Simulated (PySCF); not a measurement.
# C₂H₄F₂Ge: electronic excitations and core binding energies

Aim: predict the electronic excitations and core binding energies of C₂H₄F₂Ge (`C=[CH][GeH]([F])[F]`).

Computed with PySCF 2.14.0, with density-fitted response routines of our own, on a single molecule in the gas phase. Atoms are numbered from 0 throughout.

## 1. The molecule as given

9 atoms, charge 0, multiplicity 1; geometry from: GFN2-xTB.

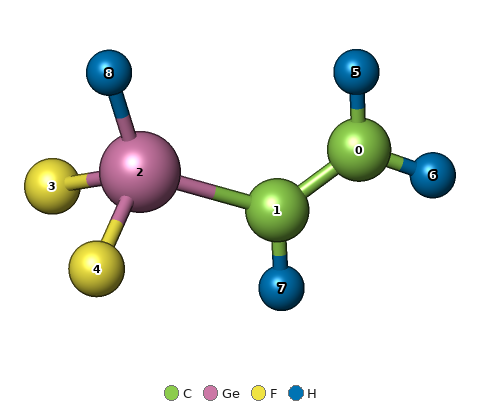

The starting geometry (carbon green, germanium pink, fluorine yellow, hydrogen blue), atoms numbered.

## 2. Ultraviolet spectrum: PBE0/def2-SVPD

What the job is given:

```
{"job": {"kind": "uv", "xc": "PBE0", "basis": "def2-SVPD", "nstates": 8, "ntriplets": 3}, "charge": 0, "multiplicity": 1}
C      1.684144    -0.026926     0.108571
C      0.477669    -0.548998     0.239444
Ge    -1.199632     0.362224    -0.200003
F     -2.050667    -0.590716    -1.382129
F     -2.280661     0.194269     1.152719
H      1.840033     0.974952    -0.258611
H      2.572337    -0.584242     0.365829
H      0.342506    -1.558137     0.610518
H     -1.372166     1.783568    -0.661517
```

Level: TDDFT PBE0/def2-SVPD, vertical, gas phase, core orbitals frozen in the response.

Launch:

```sh
> OMP_NUM_THREADS=1 python probes_run.py task.json out
```

This one command runs all jobs of the session in turn.

The log of the run:

```text
coarse grid: 38264 points
cycle   1  E = -2354.2261549421  dE = -3.030e-01  |g| = 8.584e-01  |ddm| = 3.960e+00
cycle   2  E = -2354.0137954011  dE =  2.124e-01  |g| = 1.456e+00  |ddm| = 2.243e+00
cycle   3  E = -2354.3488955220  dE = -3.351e-01  |g| = 1.106e-01  |ddm| = 1.281e+00
cycle   4  E = -2354.3510173331  dE = -2.122e-03  |g| = 3.617e-02  |ddm| = 1.767e-01
cycle   5  E = -2354.3512602164  dE = -2.429e-04  |g| = 7.498e-03  |ddm| = 4.238e-02
cycle   6  E = -2354.3512733998  dE = -1.318e-05  |g| = 2.519e-03  |ddm| = 1.176e-02
cycle   7  E = -2354.3512750439  dE = -1.644e-06  |g| = 2.843e-04  |ddm| = 2.934e-03
final grid: 80152 points
cycle   8  E = -2354.3511828955  dE = -5.589e-08  |g| = 2.991e-04  |ddm| = 4.495e-03
cycle   9  E = -2354.3511828744  dE =  2.104e-08  |g| = 4.102e-04  |ddm| = 8.203e-04
cycle  10  E = -2354.3511829179  dE = -4.349e-08  |g| = 6.404e-05  |ddm| = 4.834e-04
cycle  11  E = -2354.3511829190  dE = -1.120e-09  |g| = 1.007e-05  |ddm| = 8.929e-05
cycle  12  E = -2354.3511829190  dE = -2.046e-11  |g| = 2.480e-06  |ddm| = 1.742e-05
converged SCF energy = -2354.3511829190

Static polarisability (au): isotropic 52.498, principal 41.792 48.868 66.835

Singlet excitations
state   eV       nm        f      main configurations
  1   6.5659    188.8   0.00058   H-1->L 0.97
  2   7.3426    168.9   0.35123   H->L 0.92
  3   7.6397    162.3   0.02087   H->L+1 0.98
  4   8.2441    150.4   0.02376   H-2->L 0.53, H-1->L+1 0.25, H-1->L+2 0.10
  5   8.2763    149.8   0.04005   H-1->L+1 0.54, H-2->L 0.26, H->L+2 0.11
  6   8.4507    146.7   0.00162   H->L+3 0.88
  7   8.5157    145.6   0.00310   H-3->L 0.96
  8   8.6475    143.4   0.04837   H-1->L+2 0.48, H->L+2 0.29

Triplet excitations (Tamm-Dancoff, eV): 4.3632 6.0272 7.4114
```

Wall time 43 s (1 thread of AMD EPYC, shared host); peak memory 0.63 GiB.

The orbitals next to the gap, with their largest atomic shares:

```
orbital      eV                       atoms
 HOMO−3  -11.07            F3 49 %, F4 49 %
 HOMO−2  -10.91  F3 30 %, F4 28 %, Ge2 16 %
 HOMO−1   -9.51  C1 26 %, Ge2 19 %, H8 11 %
   HOMO   -9.05            C1 43 %, C0 40 %
   LUMO   -1.33  C0 36 %, C1 30 %, Ge2 13 %
 LUMO+1    0.06  Ge2 29 %, H8 18 %, C1 17 %
 LUMO+2    0.64  Ge2 36 %, H8 17 %, C1 17 %
```

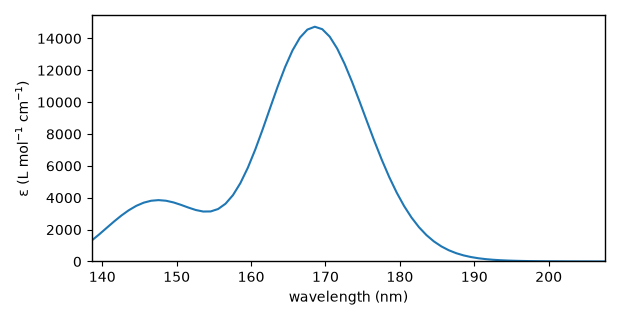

Absorption spectrum: each of the 8 states is a Gaussian band of 0.4 eV half-width at 1/e. Beyond the last state computed it falls off for lack of states.

Further results of this job:

```
           property  computed
  dipole moment (D)      4.07
polarisability (Å³)      7.78
 HOMO–LUMO gap (eV)      7.73
      −ε(HOMO) (eV)      9.05
```

## 3. Core holes by ΔSCF: SCAN, X2C

The job, as its differences from that of step 2:

```diff
@@ -1,2 +1,2 @@
-{"job": {"kind": "uv", "xc": "PBE0", "basis": "def2-SVPD", "nstates": 8, "ntriplets": 3}, "charge": 0, "multiplicity": 1}
+{"job": {"kind": "xps"}, "charge": 0, "multiplicity": 1}
 C      1.684144    -0.026926     0.108571
```

With the program's defaults for keys left out, this is: delta-SCF UKS SCAN, pcX-2 on the ionised atom, pcseg-1 elsewhere, spin-free X2C.

The log of the run:

```text
ground state, core basis on atom 0 (C), 134 functions
  cycle   1  E = -2372.25644158  |g| = 8.09e-01
  cycle   2  E = -2371.89919574  |g| = 1.65e+00
  cycle   3  E = -2372.37478253  |g| = 1.58e-01
  cycle   4  E = -2372.38032092  |g| = 5.29e-02
  cycle   5  E = -2372.38104443  |g| = 1.25e-02
  cycle   6  E = -2372.38107359  |g| = 7.53e-03
  cycle   7  E = -2372.38108796  |g| = 1.08e-03
  cycle   8  E = -2372.38108944  |g| = 1.79e-04
  E(ground) = -2372.50577060 Eh
hole in C 1s of atom 0
  cycle   1  E = -2361.09633352  |g| = 1.50e+00
  cycle   2  E = -2358.80296318  |g| = 2.28e+00
  cycle   3  E = -2361.18191806  |g| = 1.07e+00
  cycle   4  E = -2361.59939037  |g| = 3.82e-01
  cycle   5  E = -2361.65225123  |g| = 1.99e-01
  cycle   6  E = -2361.66950516  |g| = 5.83e-02
  cycle   7  E = -2361.67132140  |g| = 2.23e-02
  cycle   8  E = -2361.67155164  |g| = 7.13e-03
  cycle   9  E = -2361.67158684  |g| = 6.90e-03
  cycle  10  E = -2361.67161531  |g| = 3.16e-03
  cycle  11  E = -2361.67163210  |g| = 1.47e-03
  cycle  12  E = -2361.67163762  |g| = 5.71e-04
  cycle  13  E = -2361.67163875  |g| = 2.22e-04
  E(ion) = -2361.79593275 Eh   <S^2> = 0.8018   hole on atom = 1.000   binding energy = 291.430 eV
ground state, core basis on atom 1 (C), 134 functions
  cycle   1  E = -2372.38278587  |g| = 6.17e-02
  cycle   2  E = -2372.38208522  |g| = 5.83e-02
  cycle   3  E = -2372.38255081  |g| = 4.01e-02
  cycle   4  E = -2372.38299040  |g| = 4.29e-03
  cycle   5  E = -2372.38300210  |g| = 1.34e-03
  cycle   6  E = -2372.38299822  |g| = 3.53e-04
  E(ground) = -2372.50768942 Eh
hole in C 1s of atom 1
  cycle   1  E = -2361.09673745  |g| = 1.51e+00
  cycle   2  E = -2360.16338327  |g| = 1.97e+00
  cycle   3  E = -2361.55017481  |g| = 5.50e-01
  cycle   4  E = -2361.63306707  |g| = 3.44e-01
  cycle   5  E = -2361.67686835  |g| = 9.99e-02
  cycle   6  E = -2361.67999941  |g| = 4.11e-02
  cycle   7  E = -2361.68084589  |g| = 8.23e-03
  cycle   8  E = -2361.68093077  |g| = 3.46e-03
  cycle   9  E = -2361.68096423  |g| = 2.81e-03
  cycle  10  E = -2361.68097242  |g| = 2.45e-03
  cycle  11  E = -2361.68097748  |g| = 6.74e-04
  cycle  12  E = -2361.68097978  |g| = 2.51e-04
  E(ion) = -2361.80537870 Eh   <S^2> = 0.8026   hole on atom = 1.000   binding energy = 291.225 eV
ground state, core basis on atom 3 (F), 134 functions
  cycle   1  E = -2372.42418499  |g| = 1.24e-01
  cycle   2  E = -2372.42303315  |g| = 1.03e-01
  cycle   3  E = -2372.42368396  |g| = 7.82e-02
  cycle   4  E = -2372.42458100  |g| = 6.33e-03
  cycle   5  E = -2372.42458970  |g| = 2.35e-03
  cycle   6  E = -2372.42459321  |g| = 2.95e-04
  E(ground) = -2372.55106410 Eh
hole in F 1s of atom 3
  cycle   1  E = -2346.10215489  |g| = 2.59e+00
  cycle   2  E = -2346.02026267  |g| = 2.15e+00
  cycle   3  E = -2346.94093983  |g| = 4.14e-01
  cycle   4  E = -2346.92348887  |g| = 4.46e-01
  cycle   5  E = -2347.00711446  |g| = 7.06e-02
  cycle   6  E = -2347.00866903  |g| = 3.42e-02
  cycle   7  E = -2347.00931855  |g| = 7.42e-03
  cycle   8  E = -2347.00933529  |g| = 5.47e-03
  cycle   9  E = -2347.00935064  |g| = 1.01e-03
  cycle  10  E = -2347.00935051  |g| = 1.88e-04
  E(ion) = -2347.14370717 Eh   <S^2> = 0.7570   hole on atom = 1.000   binding energy = 691.369 eV
```

Wall time 55 s (1 thread of AMD EPYC, shared host); peak memory 0.45 GiB.

Binding energies by hole, beside the orbital energy of the ground state; the difference holds orbital relaxation and, for a density functional, its self-interaction error:

```
     hole  stands for            environment  ΔSCF (eV)  −ε (eV)   ⟨S²⟩
C1s on C0          C0   terminal =CH2 carbon     291.43    274.7  0.802
C1s on C1          C1              alkene CH     291.22    274.8  0.803
F1s on F3      F3, F4  fluorine bonded to Ge     691.37    665.8  0.757
```

Each hole run stands for the others of its class of like atoms.

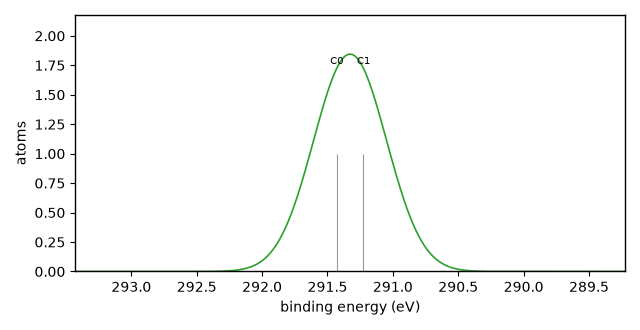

The C1s photoelectron lines, weighted by the number of atoms. Lines are broadened to a width of 0.60 eV (Gaussian).

## 4. Summary of results

| quantity | value |
| --- | --- |
| lowest singlet (PBE0/def2-SVPD) | 6.57 eV (189 nm), f = 0.001 |
| brightest single state of those computed | state 2, 7.34 eV, f = 0.351 |
| lowest triplet | 4.36 eV |
| C1s binding energies, SCAN/pcX-2 | C0 291.43, C1 291.22 eV |
| F1s binding energies, SCAN/pcX-2 | F3 691.37 eV |

In words: The first singlet state (HOMO−1→LUMO 0.97) lies at 6.57 eV and is dark; of the 8 states computed, the strongest absorption comes from state 2 at 7.34 eV. The lowest triplet lies 2.20 eV below the lowest singlet (triplets in Tamm-Dancoff, singlets in full TDDFT). The C1s levels kept as sound span 0.20 eV, from C1 (alkene CH) up to C0 (terminal =CH2 carbon).
